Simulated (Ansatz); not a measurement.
A series of calculations on AlSiNH8O

**1. Relaxation**

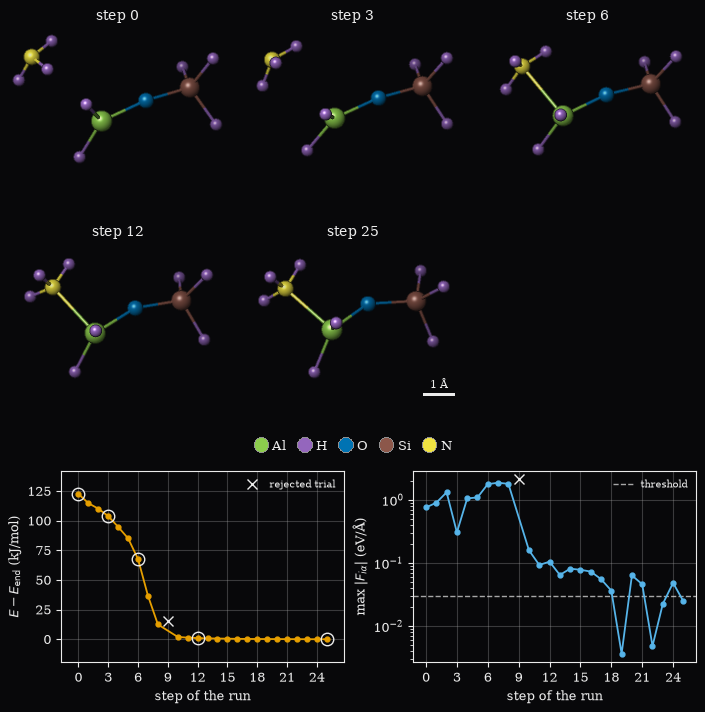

Frames of a relaxation of AlSiNH$_{8}$O, marked on the history of the run. Style: ball-and-stick. Shown at a tilt.

The run prepares an end point of a later path (reaction) calculation, from a guessed geometry.

Theory: Ansatz, RKS PBE-D4/6-31G*. Set-up: no spin polarisation; force threshold 0.03 eV/Å; at most 50 steps.

> Describe the path.

After 24 accepted moves (25 points after the start) the energy has fallen by 122.5 kJ/mol. Largest force component: 0.76 eV/Å at the start, 0.025 eV/Å at the end. The line search rejected the trial step at point 9 of the run. The forces were under the threshold at step 19, but the run went on from there. The N atom moves most after the best rigid fit: 0.82 Å. Largest moves by element: N 0.82 Å, O 0.64 Å, H 0.64 Å, Al 0.31 Å, Si 0.29 Å. Some distances before and after: Al–N 3.109 → 2.076 Å, Al–O 1.716 → 1.764 Å, Al–H 1.573 → 1.614 Å, H–N 1.044 → 1.027 Å. New bonds form, among them: Al–N (3.11 → 2.08 Å). Bond angles that change, for instance: Al–O–Si 171.7° → 145.7°, H–Al–H 123.5° → 120.2°, O–Al–H 118.9° → 116.3°. From step 0 to 3: an H atom moves most (0.42 Å), energy −18.7 kJ/mol. From step 3 to 6: the N atom moves most (0.54 Å), energy −36.2 kJ/mol. From step 6 to 12: an H atom moves most (0.36 Å), energy −66.8 kJ/mol. From step 12 to 25: an H atom moves most (0.43 Å), energy −0.94 kJ/mol.

**2. Relaxation**

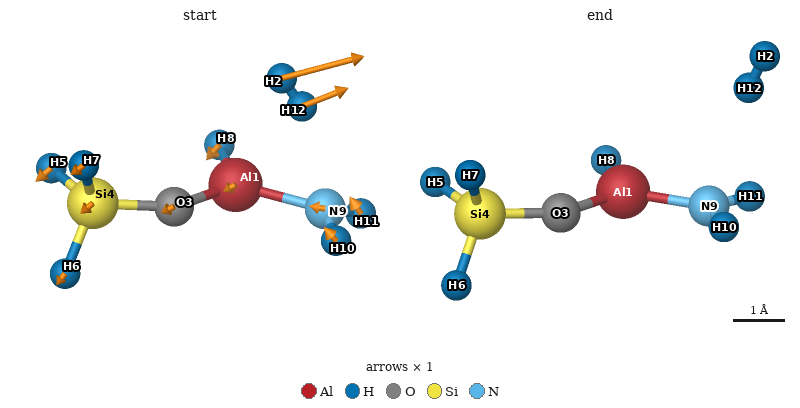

The structure of AlSiNH8O before (left) and after (right) a relaxation, at one scale. The orange arrows give the displacements, at their true length.

The picture is a ball-and-stick view, seen at a tilt.

The run prepares an end point of a later path (reaction) calculation, from a guessed geometry.

Computed with Ansatz 0.2.0, RKS PBE-D4/6-31G*. Settings: no spin polarisation; force threshold 0.03 eV/Å; at most 50 steps.

### Summarise the run.

The energy falls by 4.77 kcal/mol in 23 accepted moves (27 points after the start). Largest force component: 1.6 eV/Å at the start, 0.017 eV/Å at the end. The line search rejected the trial steps at points 4, 9, 14, 22 of the run. The forces were under the threshold at step 15, but the run went on from there. The atom that moves furthest after the best rigid fit is H2 (1.70 Å). By element the largest moves are H 1.70 Å, Si 0.33 Å, N 0.33 Å, O 0.30 Å, Al 0.29 Å. Near-neighbour distances that change, for instance: Al1–N9 1.871 → 1.783 Å, H2–H12 0.718 → 0.754 Å, Al1–H8 1.586 → 1.591 Å. Bond angles that change, for instance: Al1–N9–H10 120.8° → 125.3°, Al1–O3–Si4 146.8° → 150.0°, Al1–N9–H11 121.4° → 123.8°. Cost: 59 s on 2 threads of AMD EPYC 7R43 64-Core Processor (Zen 3), with other jobs on the host, peak memory 0.17 GiB.

Limits of the set-up: the start holds two separate molecules, 2.3 Å apart at their closest, whose relative position is a soft coordinate.

**3. Path**

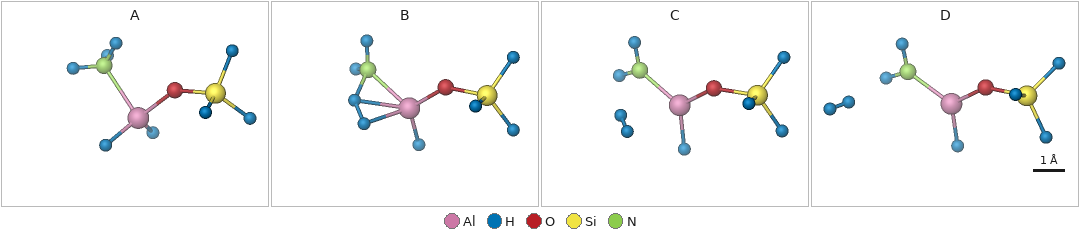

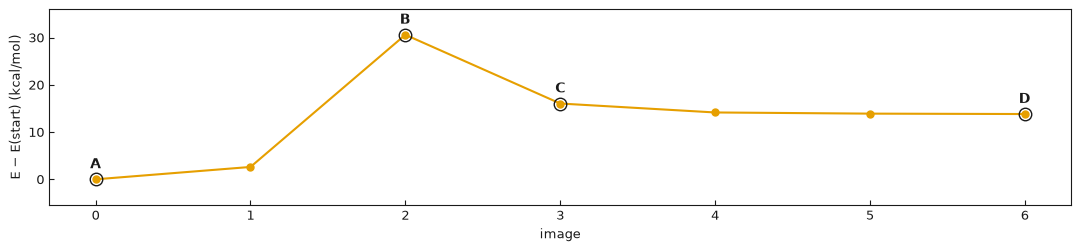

A search for the minimum-energy path of AlSiNH₈O by the nudged elastic band. Images are numbered from 0 (start) to 6 (end). Frames A to D are images 0, 2, 3, 6. The picture is a ball-and-stick view, seen at a tilt.

Method: RKS PBE-D4/6-31G* in Ansatz 0.2.0. Set-up: 5 movable images; climbing image; force threshold 0.05 eV/Å; iteration limit 60; starting path through a guess of the saddle point.

Q: What happens along the path, and what is the barrier?

A: Breaking: Al–H (1.61 → 4.26 Å), H–N (1.03 → 2.67 Å). Forming: H–H (2.91 → 0.75 Å). The highest point, image 2, lies 30.6 kcal/mol above the start and 16.8 kcal/mol above the end; the end is at +13.8 kcal/mol relative to the start. The band is converged. At the top, the vibrational analysis gives one imaginary mode (1146i cm⁻¹), as a transition state must have.

The run took 2.7 min on 2 threads of AMD EPYC 7R43 64-Core Processor (Zen 3), on a shared host, peak memory 0.14 GiB.
